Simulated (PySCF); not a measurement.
# C$_{6}$H$_{11}$OSi (SMILES C=C(O[SiH2])C1CCC1) (doublet): what the fields show

```xyz
19

C     0.7783   -1.5612   -1.5475
C     0.9074   -0.7441   -0.5056
O     2.1327   -0.2823   -0.1864
Si    2.8333    0.4689    1.0752
C    -0.2005   -0.2441    0.3690
C    -1.6499   -0.7126    0.1600
C    -2.1206    0.7447    0.2694
C    -0.6661    1.2095    0.1200
H     1.6402   -1.8567   -2.1178
H    -0.1703   -1.9557   -1.8525
H     2.1580    1.6988    1.4717
H     4.1893    0.5873    0.5814
H     0.1188   -0.3764    1.4092
H    -1.8236   -1.1268   -0.8287
H    -2.0342   -1.4038    0.9068
H    -2.5358    0.9800    1.2473
H    -2.8128    1.0829   -0.4986
H    -0.3221    1.9581    0.8307
H    -0.4319    1.5426   -0.8897
```

Geometry: GFN2-xTB.

Computed with UKS B3LYP, pcH-1 on C H O Si, non-relativistic, mean-field spin-orbit, GIAO in PySCF.

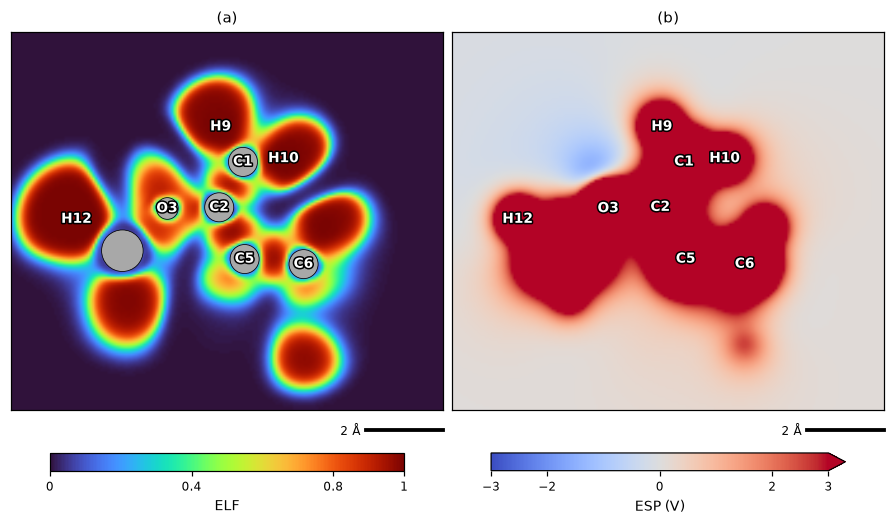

Figure 1. (a) electron localisation function; (b) molecular electrostatic potential on the plane of atoms O3, C2 and C5. Grey discs cover the atomic cores in the ELF map.

> What does the map show?

Atoms in the plane: C, O and H.
C–C (1.33 Å): the ELF peaks at about 0.95 between the atoms (a multiple bond).
C–O (1.35 Å): the ELF peaks at about 0.90 between the atoms; a shared but strongly polarised pair.
C–H (1.07 Å): the ELF climbs to about 1 towards the hydrogen, as it does in any bond to H (a covalent bond by its length).
C–C (1.50 Å): the ELF peaks at about 0.95 between the atoms, as expected for localised, covalent bonding.
C–C (1.54 Å): the ELF peaks at about 0.95 between the atoms; localised, covalent bonding.
The ELF also peaks beside O3, away from the bonds: non-bonding electrons, paired or unpaired.
Outside the dense part of the molecule the potential is most negative (−1.4 V) near O3.

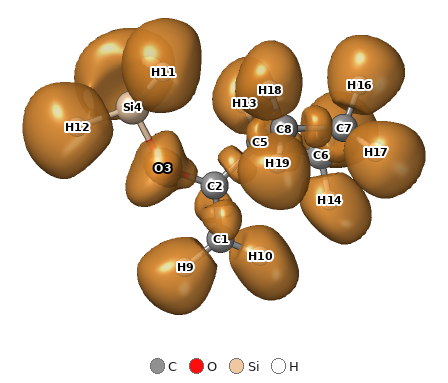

Figure 2. Isosurface of the ELF at 0.75 (orange), seen at a tilt. Only the valence region is drawn (cores and ρ < 0.01 e/Å³ removed).

> Where are the electrons localised?

At this value the surface marks out six regions between bonded C–C atoms (shared pairs), nine regions around hydrogen nuclei, one region on O in which the atom's valence shell and bonds are merged and one joined region spread over several atoms (H, Si), in which their bonds and any lone pairs are merged.

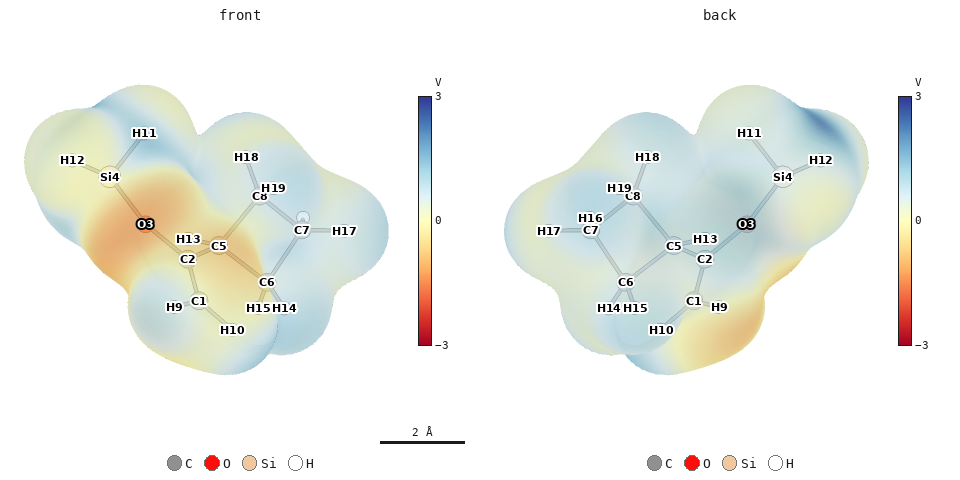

Figure 3. The electrostatic potential painted on the density surface at 0.004 e/bohr³, seen from the front and from behind; red is negative and blue positive.

> Where is the surface potential most negative and most positive?

The most negative region (about −1.2 V, or −28 kcal/mol for a unit charge) lies over O3, the most positive (about +2.1 V, or +48 kcal/mol for a unit charge) over Si4. O3 is the likeliest acceptor of a hydrogen bond.
